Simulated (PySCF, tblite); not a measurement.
# C₂H₄O₂: changes of charge, electronic excitations, EPR parameters, part 3 of 3

tblite 0.8.0 and PySCF 2.14.0. Atoms count from 0.

## 18. EPR parameters (C2H4O2+ (doublet), C[O+]C=O): UKS B3LYP, pcH-1 on C H O

The job: settings as JSON, then the geometry in Å.

```
{"job": {"kind": "epr", "basis": "pcH-1"}, "charge": 1, "multiplicity": 2}
C     -1.062496    -0.128632     0.145712
O      0.332371    -0.562386     0.335011
C      1.301388     0.066340    -0.138441
O      1.247248     1.116742    -0.826289
H     -1.156450     0.398867    -0.813324
H     -1.645292    -1.054829     0.161540
H     -1.312489     0.511158     1.001570
H      2.337618    -0.310914     0.039367
```

Level: UKS B3LYP, pcH-1 on C H O, non-relativistic, mean-field spin-orbit, GIAO.

Standard output:

```text
UKS, coarse grid
  cycle   1  E = -228.58319506  |g| = 4.78e-01
  cycle   2  E = -228.43688939  |g| = 8.35e-01
  cycle   3  E = -228.68672273  |g| = 4.76e-02
  cycle   4  E = -228.68805383  |g| = 2.59e-02
  cycle   5  E = -228.68838116  |g| = 1.59e-02
  cycle   6  E = -228.68848994  |g| = 9.78e-03
  cycle   7  E = -228.68854804  |g| = 2.20e-03
  cycle   8  E = -228.68856122  |g| = 7.91e-04
  cycle   9  E = -228.68856378  |g| = 3.82e-04
UKS, final grid
  cycle   1  E = -228.68860267  |g| = 3.25e-04
  cycle   2  E = -228.68860309  |g| = 3.80e-04
  cycle   3  E = -228.68860325  |g| = 2.26e-04
  cycle   4  E = -228.68860367  |g| = 1.85e-04
  cycle   5  E = -228.68860394  |g| = 6.60e-05
  cycle   6  E = -228.68860395  |g| = 2.84e-05
  cycle   7  E = -228.68860395  |g| = 1.50e-05
E = -228.68860395 Eh   <S^2> = 0.7544 (exact 0.7500)
g shifts (ppm)      1          2          3
  rmc          -306       -306       -306
  gc              0         51         61
  oz_so         254       7348      11981
  total         -51       7093      11737
hyperfine (MHz)  atom isotope    a_iso     a_fc   dipolar eigenvalues
    0   13C       2.35       2.35     -2.02      0.58      1.44
    1   17O     -12.19     -12.19    -21.02      7.07     13.95
    2   13C     -39.03     -39.03    -11.68     -1.67     13.35
    3   17O     -51.26     -51.26   -280.10    131.93    148.17
    4    1H       5.66       5.66     -6.18     -3.49      9.67
    5    1H      -1.18      -1.18     -2.14     -1.25      3.39
    6    1H      -2.12      -2.12     -2.39     -2.17      4.56
    7    1H     203.43     203.43    -10.54     -2.95     13.49
```

Run time: 11 s. Hardware: 1 thread of Arm Neoverse V1, shared host; peak memory 0.45 GiB.

Principal g values 2.00227, 2.00941, 2.01406; g(iso) = 2.00858, against 2.00232 for a free electron.

Mean a(iso) over the nuclei that a row names, and the largest dipolar term of the row (other rows stand at the frozen geometry):

```csv
nuclei,isotope,a(iso) (MHz),"a(iso) (G, at g = 2.0023)",largest dipolar term (MHz)
H7,1H,203.4,72.6,13.5
O3,17O,-51.3,-18.3,-280.1
C2,13C,-39.0,-13.9,13.3
O1,17O,-12.2,-4.4,-21.0
C0,13C,2.3,0.8,-2.0
"H4, H5, H6",1H,0.8,0.3,9.7
```

Mulliken spin populations:

```
atom  value (e)
  C0       0.01
  O1       0.03
  C2      -0.05
  O3       0.93
  H4       0.00
  H5       0.00
  H6       0.00
  H7       0.08
```

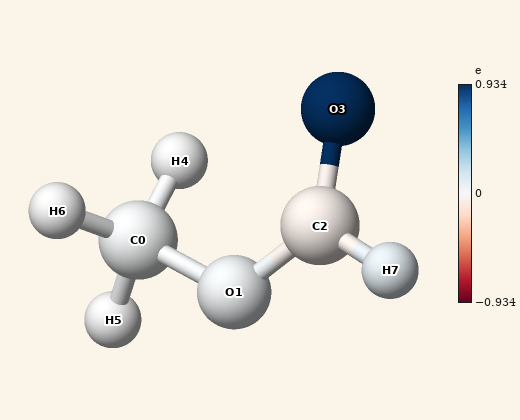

Mulliken spin populations, as colours on the atoms.

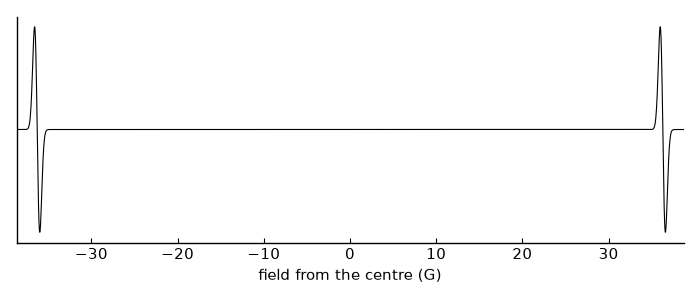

First-order isotropic spectrum (first derivative, main isotopes with spin only, couplings over 0.8 MHz, Gaussian width 0.3 G; couplings of the frozen geometry, rotation of groups not averaged beyond the rows shown).

## 19. Spectra of the species

The job: settings as JSON, then the geometry in Å.

```
{"job": {"kind": "rx", "dirs": [1], "geom": {"xc": "PBE0", "basis": "def2-SVP", "d3": "d3bj", "grid": 1}, "hess": 1, "level": {"xc": "wB97X", "basis": "ma-def2-TZVP", "d3": "d3bj", "solvents": ["acetonitrile"]}, "spectra": true}, "charge": 0, "multiplicity": 1}
C     -1.003437    -0.178826     0.070846
O      0.310246    -0.710336     0.158727
C      1.300214     0.143893    -0.082847
O      1.169207     1.299903    -0.364337
H     -1.201063     0.210995    -0.938939
H     -1.686596    -1.005008     0.298957
H     -1.143243     0.640248     0.791967
H      2.271438    -0.385236     0.017687
```

Standard output:

```text
uv COC=O +0: TDDFT PBE0/def2-SVPD, vertical, gas phase, core orbitals frozen in the response
epr C[O+]C=O +1: UKS B3LYP, pcH-1 on C H O, non-relativistic, mean-field spin-orbit, GIAO
```

Wall time 17 s (1 thread of Arm Neoverse V1, shared host); peak memory 0.45 GiB.

This step only lists the spectra that were run on the species above.

## 20. Single point (C₂H₄O₂): r2SCAN-D3(BJ)/def2-SVP

Geometry: PBE0-D3(BJ)/def2-SVP.

The job: settings as JSON, then the geometry in Å.

```
{"job": {"kind": "sp", "xc": "r2SCAN", "basis": "def2-SVP", "d3": "d3bj", "grid": 0}, "charge": 0, "multiplicity": 1}
C     -1.003437    -0.178826     0.070846
O      0.310246    -0.710336     0.158727
C      1.300214     0.143893    -0.082847
O      1.169207     1.299903    -0.364337
H     -1.201063     0.210995    -0.938939
H     -1.686596    -1.005008     0.298957
H     -1.143243     0.640248     0.791967
H      2.271438    -0.385236     0.017687
```

Standard output:

```text
final grid: 6824 points
cycle   1  E = -228.5505641539  dE =  5.239e-01  |g| = 8.860e-01  |ddm| = 2.868e+00
cycle   2  E = -227.9254202895  dE =  6.251e-01  |g| = 1.927e+00  |ddm| = 2.171e+00
cycle   3  E = -228.6628555051  dE = -7.374e-01  |g| = 4.231e-01  |ddm| = 1.781e+00
cycle   4  E = -228.6968958695  dE = -3.404e-02  |g| = 1.266e-01  |ddm| = 3.892e-01
cycle   5  E = -228.6998570577  dE = -2.961e-03  |g| = 2.273e-02  |ddm| = 9.207e-02
cycle   6  E = -228.6999810401  dE = -1.240e-04  |g| = 5.388e-03  |ddm| = 2.477e-02
cycle   7  E = -228.6999877984  dE = -6.758e-06  |g| = 6.718e-04  |ddm| = 5.371e-03
cycle   8  E = -228.6999878847  dE = -8.625e-08  |g| = 2.570e-04  |ddm| = 8.038e-04
cycle   9  E = -228.6999879004  dE = -1.575e-08  |g| = 7.385e-05  |ddm| = 2.592e-04
cycle  10  E = -228.6999879017  dE = -1.274e-09  |g| = 8.454e-06  |ddm| = 5.991e-05
converged SCF energy = -228.6999879017
```

Run time: 1.4 s. Hardware: 1 thread of Arm Neoverse V1, shared host; peak memory 0.39 GiB.

The run ended normally, but its values are not to be used for the molecule: grid level 0 is too coarse.

## 21. Single point (C2H4O2+ (doublet)): r2SCAN-D3(BJ)/def2-SVP

Geometry: PBE0-D3(BJ)/def2-SVP, that of another charge or spin state.

Settings changed since step 20:

```diff
@@ -1,2 +1,2 @@
-{"job": {"kind": "sp", "xc": "r2SCAN", "basis": "def2-SVP", "d3": "d3bj", "grid": 0}, "charge": 0, "multiplicity": 1}
+{"job": {"kind": "sp", "xc": "r2SCAN", "basis": "def2-SVP", "d3": "d3bj", "grid": 0}, "charge": 1, "multiplicity": 2}
 C     -1.003437    -0.178826     0.070846
```

Standard output:

```text
final grid: 6824 points
cycle   1  E = -227.5076146091  dE =  7.022e-01  |g| = 1.231e+00  |ddm| = 1.271e+00
cycle   2  E = -217.5333217600  dE =  9.974e+00  |g| = 3.106e+00  |ddm| = 5.150e+00
cycle   3  E = -228.1596720818  dE = -1.063e+01  |g| = 4.880e-01  |ddm| = 5.060e+00
cycle   4  E = -228.0592553800  dE =  1.004e-01  |g| = 6.377e-01  |ddm| = 1.017e+00
cycle   5  E = -228.2253664464  dE = -1.661e-01  |g| = 3.842e-01  |ddm| = 8.500e-01
cycle   6  E = -228.2638688134  dE = -3.850e-02  |g| = 2.823e-01  |ddm| = 1.619e-01
cycle   7  E = -228.2854464101  dE = -2.158e-02  |g| = 1.862e-01  |ddm| = 8.887e-02
cycle   8  E = -228.3025699727  dE = -1.712e-02  |g| = 5.688e-02  |ddm| = 1.707e-01
cycle   9  E = -228.3038784122  dE = -1.308e-03  |g| = 9.848e-03  |ddm| = 4.164e-02
cycle  10  E = -228.3039409504  dE = -6.254e-05  |g| = 3.265e-03  |ddm| = 1.578e-02
cycle  11  E = -228.3039460826  dE = -5.132e-06  |g| = 6.987e-04  |ddm| = 3.517e-03
cycle  12  E = -228.3039465522  dE = -4.696e-07  |g| = 2.906e-04  |ddm| = 1.902e-03
cycle  13  E = -228.3039466454  dE = -9.313e-08  |g| = 1.070e-04  |ddm| = 8.019e-04
cycle  14  E = -228.3039466836  dE = -3.822e-08  |g| = 7.116e-05  |ddm| = 7.289e-04
cycle  15  E = -228.3039467157  dE = -3.207e-08  |g| = 5.911e-05  |ddm| = 8.072e-04
cycle  16  E = -228.3039467573  dE = -4.167e-08  |g| = 3.958e-05  |ddm| = 1.414e-03
cycle  17  E = -228.3039467868  dE = -2.949e-08  |g| = 1.339e-05  |ddm| = 2.062e-03
cycle  18  E = -228.3039467884  dE = -1.560e-09  |g| = 7.922e-06  |ddm| = 4.938e-04
converged SCF energy = -228.3039467884
```

Run time: 2.9 s. Hardware: 1 thread of Arm Neoverse V1, shared host; peak memory 0.39 GiB.

The run ended normally, but its values are not to be used for the molecule: grid level 0 is too coarse.

## 22. Single point (C2H4O2): r2SCAN-D3(BJ)/def2-SVP

Geometry: PBE0-D3(BJ)/def2-SVP, that of another charge or spin state.

The job: settings as JSON, then the geometry in Å.

```
{"job": {"kind": "sp", "xc": "r2SCAN", "basis": "def2-SVP", "d3": "d3bj", "grid": 0}, "charge": 0, "multiplicity": 1}
C     -1.062496    -0.128632     0.145712
O      0.332371    -0.562386     0.335011
C      1.301388     0.066340    -0.138441
O      1.247248     1.116742    -0.826289
H     -1.156450     0.398867    -0.813324
H     -1.645292    -1.054829     0.161540
H     -1.312489     0.511158     1.001570
H      2.337618    -0.310914     0.039367
```

Standard output:

```text
final grid: 6824 points
cycle   1  E = -228.5177566790  dE =  5.177e-01  |g| = 9.222e-01  |ddm| = 2.842e+00
cycle   2  E = -227.5611662986  dE =  9.566e-01  |g| = 2.225e+00  |ddm| = 2.982e+00
cycle   3  E = -228.6297579096  dE = -1.069e+00  |g| = 5.144e-01  |ddm| = 2.597e+00
cycle   4  E = -228.6803356142  dE = -5.058e-02  |g| = 1.485e-01  |ddm| = 4.607e-01
cycle   5  E = -228.6842731698  dE = -3.938e-03  |g| = 2.811e-02  |ddm| = 1.018e-01
cycle   6  E = -228.6844680819  dE = -1.949e-04  |g| = 6.424e-03  |ddm| = 3.009e-02
cycle   7  E = -228.6844777377  dE = -9.656e-06  |g| = 9.549e-04  |ddm| = 6.509e-03
cycle   8  E = -228.6844779051  dE = -1.674e-07  |g| = 4.023e-04  |ddm| = 1.162e-03
cycle   9  E = -228.6844779453  dE = -4.023e-08  |g| = 9.705e-05  |ddm| = 4.061e-04
cycle  10  E = -228.6844779476  dE = -2.225e-09  |g| = 9.227e-06  |ddm| = 7.798e-05
converged SCF energy = -228.6844779476
```

It took 1.4 s on 1 thread of Arm Neoverse V1, shared host; peak memory 0.39 GiB.

A normal end doesn't make this result sound: grid level 0 is too coarse.

## 23. Single point (C2H4O2+ (doublet), C[O+]C=O): r2SCAN-D3(BJ)/def2-SVP

Geometry: PBE0-D3(BJ)/def2-SVP.

Settings changed since step 22:

```diff
@@ -1,2 +1,2 @@
-{"job": {"kind": "sp", "xc": "r2SCAN", "basis": "def2-SVP", "d3": "d3bj", "grid": 0}, "charge": 0, "multiplicity": 1}
+{"job": {"kind": "sp", "xc": "r2SCAN", "basis": "def2-SVP", "d3": "d3bj", "grid": 0}, "charge": 1, "multiplicity": 2}
 C     -1.062496    -0.128632     0.145712
```

Standard output:

```text
final grid: 6824 points
cycle   1  E = -227.3521796977  dE =  8.524e-01  |g| = 1.351e+00  |ddm| = 1.338e+00
cycle   2  E = -216.9948304808  dE =  1.036e+01  |g| = 3.182e+00  |ddm| = 4.827e+00
cycle   3  E = -228.1103646432  dE = -1.112e+01  |g| = 4.824e-01  |ddm| = 4.722e+00
cycle   4  E = -228.2309656331  dE = -1.206e-01  |g| = 4.043e-01  |ddm| = 1.065e+00
cycle   5  E = -228.2647104479  dE = -3.374e-02  |g| = 3.237e-01  |ddm| = 3.465e-01
cycle   6  E = -228.2964972304  dE = -3.179e-02  |g| = 1.866e-01  |ddm| = 1.373e-01
cycle   7  E = -228.3087949662  dE = -1.230e-02  |g| = 1.084e-01  |ddm| = 9.647e-02
cycle   8  E = -228.3144636209  dE = -5.669e-03  |g| = 1.065e-02  |ddm| = 8.733e-02
cycle   9  E = -228.3145241506  dE = -6.053e-05  |g| = 3.546e-03  |ddm| = 1.053e-02
cycle  10  E = -228.3145286969  dE = -4.546e-06  |g| = 1.680e-03  |ddm| = 3.475e-03
cycle  11  E = -228.3145299604  dE = -1.264e-06  |g| = 3.204e-04  |ddm| = 1.397e-03
cycle  12  E = -228.3145300218  dE = -6.139e-08  |g| = 1.007e-04  |ddm| = 3.826e-04
cycle  13  E = -228.3145300302  dE = -8.402e-09  |g| = 3.904e-05  |ddm| = 1.672e-04
converged SCF energy = -228.3145300302
```

Wall time 2.1 s (1 thread of Arm Neoverse V1, shared host); peak memory 0.39 GiB.

It converged, yet the result is unsound: grid level 0 is too coarse.

## 24. Changes of charge: r2SCAN-D3(BJ)/def2-SVP

This step combines the energies above: geometries from PBE0-D3(BJ)/def2-SVP, zero-point and thermal terms from PBE0-D3(BJ)/def2-SVP.

The job: settings as JSON, then the geometry in Å.

```
{"job": {"kind": "rx", "dirs": [1], "geom": {"xc": "PBE0", "basis": "def2-SVP", "d3": "d3bj", "grid": 1}, "hess": 1, "level": {"xc": "r2SCAN", "basis": "def2-SVP", "d3": "d3bj", "grid": 0}}, "charge": 0, "multiplicity": 1}
C     -1.003437    -0.178826     0.070846
O      0.310246    -0.710336     0.158727
C      1.300214     0.143893    -0.082847
O      1.169207     1.299903    -0.364337
H     -1.201063     0.210995    -0.938939
H     -1.686596    -1.005008     0.298957
H     -1.143243     0.640248     0.791967
H      2.271438    -0.385236     0.017687
```

Output (the driver's rows laid out field by field):

```text
ionisation and electron attachment, r2SCAN-D3(BJ)/def2-SVP // PBE0-D3(BJ)/def2-SVP

row 1
  change                  oxidation
  charge                  1
  multiplicity            2
  vertical_ev             10.7768
  vertical_s2             0.756
  formula                 C2H4O2
  smiles                  C[O+]C=O
  kept                    yes
  pieces                  1
  point_group             C1
  adiabatic_electronic_ev 10.4888
  adiabatic_ev            10.4316
  free_energy_ev          10.403
  s2                      0.755
  bonds_moved             1 2 1.33 1.248; 2 3 1.197 1.257; 0 1 1.42 1.473; 2 7 1.111 1.117
  spin_on                 3 O 0.935
  charge_moved            3 O 0.458; 1 O 0.16; 7 H 0.158
  vertical_back_ev        10.0668
  relaxation_parent_ev    0.422
  relaxation_ion_ev       0.288
  reorganisation_ev       0.71
```

Wall time 8.1 s (1 thread of Arm Neoverse V1, shared host); peak memory 0.39 GiB.

**Diagnosis.** The input is at fault (the grid is far too coarse), so its values are no properties of the molecule.

## 25. Outcome

The summary covers parts 1 to 3.

```
                                     quantity                                  value
    strongest single infrared mode (GFN2-xTB)                  1792 cm⁻¹, 504 km/mol
                 zero-point energy (GFN2-xTB)                          37.2 kcal/mol
                                  point group                                     Cs
         rotational constants (main isotopes)                  20.42, 6.93, 5.35 GHz
        surface potential, 1st and 99th percentile                     -1.58 V and 1.21 V
ionisation energy (wB97X-D3(BJ)/ma-def2-TZVP)  vertical 11.11 eV, adiabatic 10.72 eV
              lowest singlet (PBE0/def2-SVPD)            5.92 eV (209 nm), f = 0.002
     brightest single state of those computed            state 3, 8.24 eV, f = 0.093
                                         runs     0 failed, 5 ended on unsound input
```

In words: No mode is imaginary among the 18: a minimum at this level. The strongest single mode, at 1792 cm⁻¹, moves mainly C2 and O3. Unscaled tight-binding wavenumbers are off by several per cent, some by more. Its intensities can rank the bands wrongly. The optimisation took 5 steps and gained 0.025 eV; among the close pairs (by a distance rule), C0–H4 changed most, from 1.091 to 1.100 Å (PBE0/def2-SVP). At wB97X-D3(BJ)/ma-def2-TZVP, relaxation with the zero-point term after oxidation moves the energy taken up from 11.11 eV (vertical) to 10.72 eV (adiabatic, with zero-point energy). The lowest singlet, at 5.92 eV, is HOMO→LUMO 0.99 and is weak; of the 6 states computed, the strongest absorption comes from state 3 at 8.24 eV (the last state computed is bright too, and its partners may lie past the list).
